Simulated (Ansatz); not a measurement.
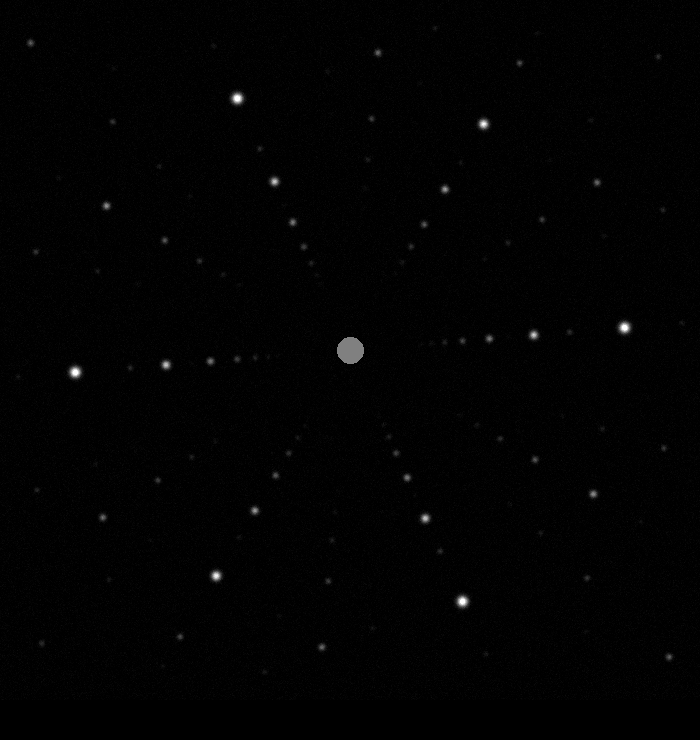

Simulated back-reflection Laue pattern (white X-rays, 0.45 to 2.2 Å, flat plate covering ±45° about the beam, kinematic intensities, seen from the source).

Q: What symmetry does the pattern show?

A: 2mm: a twofold axis with two mirror lines.

The crystal is Cr, space group Im-3m (No. 229), a = 2.868 Å. Structure: the input geometry of an electronic-structure calculation (not necessarily at equilibrium).

Q: Which direction points towards the source?

A: [110] or one equivalent to it by a rotation of the Laue group. In Laue class m-3m no other family of directions with a member of indices 0 and ±1 has this symmetry.
